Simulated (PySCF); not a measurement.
# C4H6OSi2: electronic excitations

Wanted: the electronic excitations of C4H6OSi2 (`C#C[Si@H]1C=C[SiH2]O1`), by calculation.

Programs: PySCF 2.14.0, with density-fitted response routines of our own. Each step states its level of theory. These are calculated values for one molecule in the gas phase, unless marked as measured. Atoms count from 0, in the outputs and in this text.

### 1 Starting geometry

13 atoms, charge 0, multiplicity 1; geometry from: GFN2-xTB.

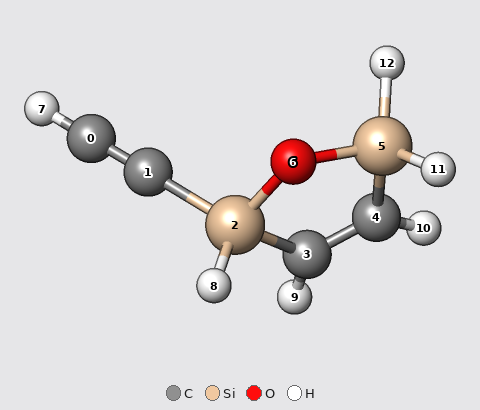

The starting geometry (carbon grey, silicon light orange, oxygen red, hydrogen white), atoms numbered; sticks join atoms by distance.

### 2 Excited states and response: PBE0/def2-SVPD

What the job is given:

```
{"job": {"kind": "uv", "xc": "PBE0", "basis": "def2-SVPD", "nstates": 8, "ntriplets": 3}, "charge": 0, "multiplicity": 1}
C      3.315343     0.328087     0.432624
C      2.158964     0.598685     0.248142
Si     0.383986     1.023941    -0.054768
C     -0.436456    -0.162141    -1.277592
C     -1.399522    -0.902754    -0.727039
Si    -1.658676    -0.556873     1.112697
O     -0.513155     0.606975     1.260137
H      4.325648     0.087325     0.602765
H      0.175013     2.450115    -0.282615
H     -0.168242    -0.247303    -2.322268
H     -1.962392    -1.627652    -1.300437
H     -2.942904     0.062681     1.423334
H     -1.281994    -1.660598     1.988701
```

Level: TDDFT PBE0/def2-SVPD, vertical, gas phase, core orbitals frozen in the response.

The run is started by

```console
$ OMP_NUM_THREADS=1 python probes_run.py task.json out
```

The driver reads the jobs from task.json and runs them one after another.

Output:

```text
coarse grid: 12400 points
cycle   1  E = -809.1382535813  dE =  9.210e-01  |g| = 7.947e-01  |ddm| = 8.457e+00
cycle   2  E = -808.9275378879  dE =  2.107e-01  |g| = 1.292e+00  |ddm| = 2.879e+00
cycle   3  E = -809.2654167305  dE = -3.379e-01  |g| = 1.527e-01  |ddm| = 1.615e+00
cycle   4  E = -809.2703322705  dE = -4.916e-03  |g| = 5.847e-02  |ddm| = 3.103e-01
cycle   5  E = -809.2708777198  dE = -5.454e-04  |g| = 3.959e-02  |ddm| = 1.173e-01
cycle   6  E = -809.2712744066  dE = -3.967e-04  |g| = 4.376e-03  |ddm| = 4.778e-02
cycle   7  E = -809.2712794330  dE = -5.026e-06  |g| = 1.253e-03  |ddm| = 1.089e-02
final grid: 112128 points
cycle   8  E = -809.3842833060  dE = -1.262e-05  |g| = 8.442e-03  |ddm| = 9.166e-02
cycle   9  E = -809.3842626223  dE =  2.068e-05  |g| = 1.306e-02  |ddm| = 2.690e-02
cycle  10  E = -809.3842994477  dE = -3.683e-05  |g| = 1.163e-03  |ddm| = 1.631e-02
cycle  11  E = -809.3842997548  dE = -3.071e-07  |g| = 2.191e-04  |ddm| = 1.692e-03
cycle  12  E = -809.3842997615  dE = -6.723e-09  |g| = 1.650e-04  |ddm| = 5.088e-04
cycle  13  E = -809.3842997683  dE = -6.862e-09  |g| = 2.766e-05  |ddm| = 2.260e-04
cycle  14  E = -809.3842997685  dE = -2.010e-10  |g| = 7.799e-06  |ddm| = 6.112e-05
converged SCF energy = -809.3842997685

Static polarisability (au): isotropic 92.396, principal 77.174 82.956 117.058

Singlet excitations
state   eV       nm        f      main configurations
  1   5.8801    210.9   0.01135   H->L 0.49, H-1->L 0.17, H->L+1 0.11
  2   5.9556    208.2   0.00227   H->L+1 0.53, H->L 0.09
  3   6.2541    198.2   0.00152   H-2->L 0.42, H-2->L+2 0.18, H-2->L+1 0.13
  4   6.3356    195.7   0.00486   H-2->L+1 0.24, H->L+2 0.17, H-2->L 0.15
  5   6.5771    188.5   0.10111   H-1->L 0.40, H-3->L 0.29
  6   6.6288    187.0   0.00943   H-1->L+1 0.78
  7   6.6834    185.5   0.04714   H-4->L 0.22, H->L 0.18, H-3->L 0.16
  8   6.8673    180.5   0.03496   H-2->L+2 0.38, H-2->L 0.32, H-1->L 0.11

Triplet excitations (Tamm-Dancoff, eV): 4.2076 4.9122 5.2779
```

Run time: 32 s. Hardware: 1 thread of Arm Neoverse V2, shared host; peak memory 0.81 GiB.

Frontier orbitals and where they lie:

```csv
orbital,eV,atoms
HOMO−3,-8.85,"O6 17 %, C4 17 %, Si5 15 %"
HOMO−2,-8.46,"C1 40 %, C0 39 %, O6 9 %"
HOMO−1,-8.27,"C3 26 %, C4 23 %, Si2 10 %"
HOMO,-8.16,"C0 24 %, C1 24 %, C3 17 %"
LUMO,-0.92,"C4 33 %, C3 32 %, Si2 8 %"
LUMO+1,-0.49,"C1 22 %, C0 22 %, Si2 22 %"
LUMO+2,0.09,"C0 26 %, C1 25 %, Si2 18 %"
```

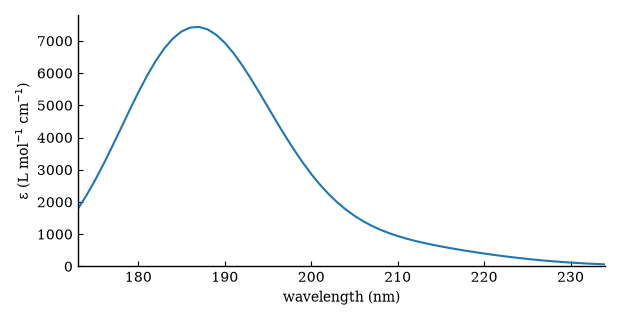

Absorption spectrum: each of the 8 states is a Gaussian band of 0.4 eV half-width at 1/e. Beyond the last state computed it falls off for lack of states.

Further results of this job:

```csv
property,computed
dipole moment (D),1.49
polarisability (Å³),13.69
HOMO–LUMO gap (eV),7.23
−ε(HOMO) (eV),8.16
```

### 3 Results

```
                                quantity                        value
         lowest singlet (PBE0/def2-SVPD)  5.88 eV (211 nm), f = 0.011
brightest single state of those computed  state 5, 6.58 eV, f = 0.101
                          lowest triplet                      4.21 eV
```

What this shows: The lowest singlet, at 5.88 eV, is HOMO→LUMO 0.49, HOMO−1→LUMO 0.17 and is weak; of the 8 states computed, the strongest absorption comes from state 5 at 6.58 eV. The lowest triplet lies 1.67 eV below the lowest singlet (triplets in Tamm-Dancoff, singlets in full TDDFT).
